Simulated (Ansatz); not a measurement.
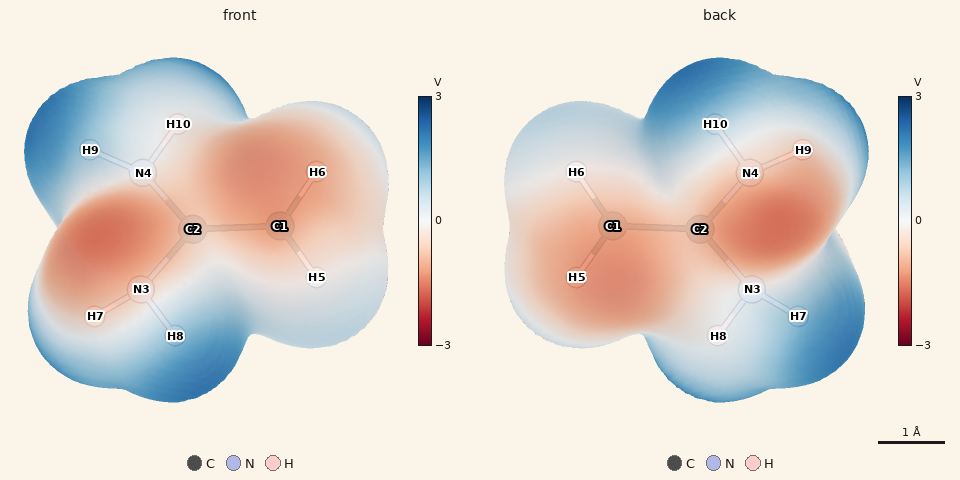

The picture shows: C₂H₆N₂ (SMILES C=C(N)N). The molecular electrostatic potential painted on the density surface at 0.004 e/bohr³, seen from the front and from behind; the colour scale runs from red (negative) to blue (positive).

Level of theory: Ansatz 0.2.0, RKS PBE0-D4/def2-SVP.

The calculation's input:

```
crystal:
  periodic: [false, false, false]
  atoms:
    - { symbol: C, position_ang: [-1.1732, 0.2587, -0.3801] }
    - { symbol: C, position_ang: [0.0121, -0.015, 0.0032] }
    - { symbol: "N", position_ang: [0.6676, -1.0481, -0.5643] }
    - { symbol: "N", position_ang: [0.7276, 0.6986, 0.978] }
    - { symbol: H, position_ang: [-1.7232, -0.256, -1.1947] }
    - { symbol: H, position_ang: [-1.7697, 1.1404, 0.0555] }
    - { symbol: H, position_ang: [1.297, -1.5057, 0.1595] }
    - { symbol: H, position_ang: [0.1324, -1.7021, -1.0219] }
    - { symbol: H, position_ang: [1.6512, 0.7639, 0.8181] }
    - { symbol: H, position_ang: [0.2613, 1.6142, 1.1496] }
basis:
  gaussian: { orbitals: def2-SVP }
hamiltonian:
  xc: pbe0
  dispersion: d4
relax:
  f_tol: 0.015
  max_steps: 40
output:
  orbitals: {}
```

Run with:

```sh
ansatz run input.yaml --threads 1 --pin off --max-ram 2048MiB --backend cpu --events-out ev --progress --plain --runs-dir out
```

The fields are those of the relaxed geometry.

**Describe the electrostatic potential map.**

The most negative region (about −1.6 V, or −37 kcal/mol for a unit charge) lies over N3 and N4, the most positive (about +2.2 V, or +51 kcal/mol for a unit charge) over H7, H8, H9 and H10.
